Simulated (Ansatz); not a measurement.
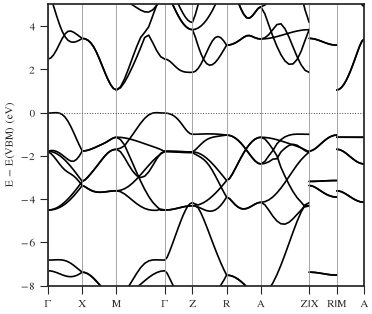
*Band structure from DFT-LDA in the program Ansatz with PAW potentials*

Q: Read off the gap and where the band edges lie.

A: About 1.0 eV (1.05 eV by a search for the band edges); maximum on the M–Γ line, 82 % of the way from M, minimum at M.

The material is PbO in space group P4/nmm (No. 129; Pb on 2c, O on 2a).

Symmetry was held in the LDA relaxation; phonons on a q-mesh show no instability. A crystal of weakly bound layers computed without a dispersion correction: the cell and the soft elastic constants depend strongly on that. Spin–orbit coupling is left out wherever it is not named.

Potentials: the later of the program's two PAW sets.
